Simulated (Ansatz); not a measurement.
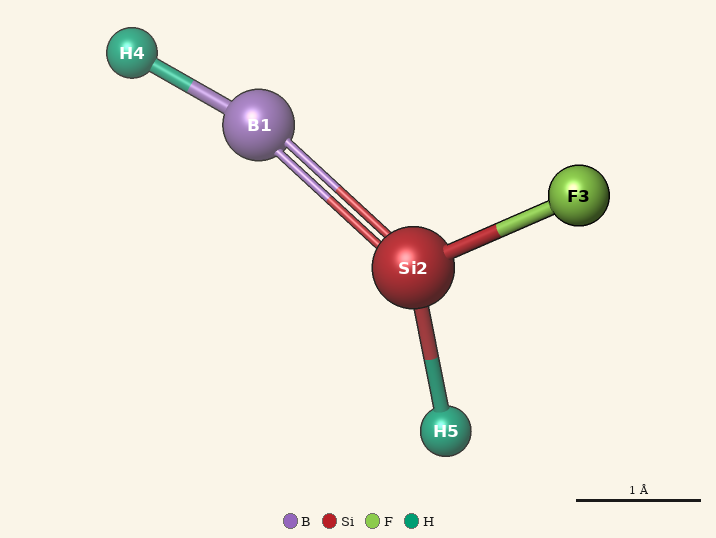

Orthographic view. Distant atoms are faded towards the background colour. Computed geometry: PBE0-D4/def2-TZVP optimisation. No frequency run is at hand to confirm it as a minimum.

Write a MOL file (V2000) with the atoms in numerical order, bonds sorted by atom number with the orders drawn, and coordinates in the frame of the picture: x right, y up, z towards the viewer, origin at the mean position.

```
BFH2Si
                    3D

  5  4  0  0  0  0  0  0  0  0999 V2000
   -0.8600    0.7200   -0.4300 B   0  0  0  0  0  0  0  0  0  0  0  0
    0.3800   -0.4300    0.3000 Si  0  0  0  0  0  4  0  0  0  0  0  0
    1.7200    0.1500    0.9600 F   0  0  0  0  0  0  0  0  0  0  0  0
   -1.8900    1.3000   -0.5300 H   0  0  0  0  0  0  0  0  0  0  0  0
    0.6500   -1.7500   -0.3100 H   0  0  0  0  0  0  0  0  0  0  0  0
  1  2  2  0
  1  4  1  0
  2  3  1  0
  2  5  1  0
M  END
```
